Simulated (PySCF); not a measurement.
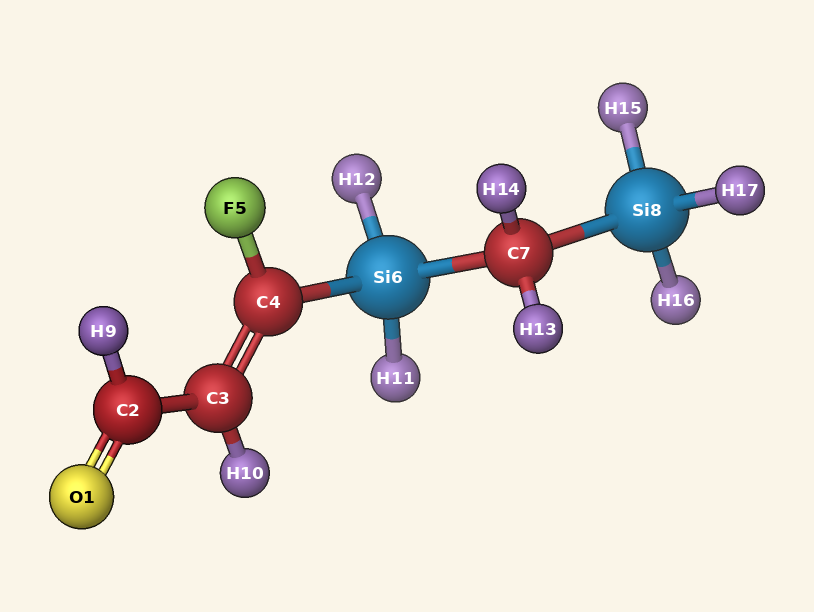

Computed geometry: GFN2-xTB optimisation. No frequency run is at hand to confirm it as a minimum. Electric field gradients from the ground-state density, PBE0/pcSseg-1 (PySCF 2.14.0), non-relativistic apart from any core potentials.

Give the largest field-gradient component, the quadrupole coupling constant and the asymmetry for 17O at O1 (Q = −25.6 mb).

```json
{"atom": "O1", "V_zz (a.u.)": "−2.101", "e²qQ/h (MHz)": "12.64", "η": "0.53"}
```

The geometry is semi-empirical. Around Si such bond lengths and angles can be off by a tenth of an ångström or more and by several degrees, and values that hang on the shape move with them.
